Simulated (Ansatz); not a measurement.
```json
{"atom": "Al", "x (Å)": "0.6545", "y (Å)": "0.2697", "z (Å)": "-0.1186"}
{"atom": "Cl", "x (Å)": "2.1151", "y (Å)": "-0.8930", "z (Å)": "-1.0613"}
{"atom": "N", "x (Å)": "-0.9434", "y (Å)": "-0.3882", "z (Å)": "0.1707"}
{"atom": "H", "x (Å)": "-1.2328", "y (Å)": "-1.3255", "z (Å)": "-0.0830"}
{"atom": "Cl", "x (Å)": "1.1093", "y (Å)": "2.2222", "z (Å)": "0.4777"}
{"atom": "H", "x (Å)": "-1.7026", "y (Å)": "0.1149", "z (Å)": "0.6144"}
```

Theory: Ansatz 0.2.0, RKS PBE0-D4/def2-SVP.

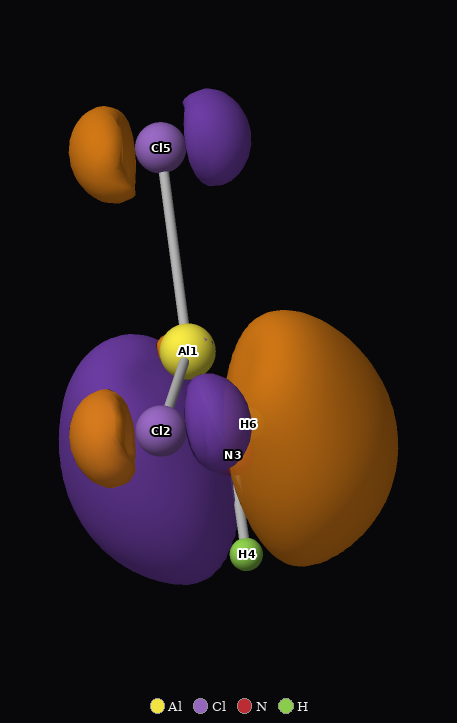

AlCl$_{2}$H$_{2}$N. The HOMO at ±0.1 Å⁻³ᐟ² (orange and purple are the two phases), seen at an oblique angle.

> Describe this orbital and give its energy.

It lies mainly on N3 (about 70 %); it changes sign across the molecular plane (π type). Its energy is −7.82 eV.
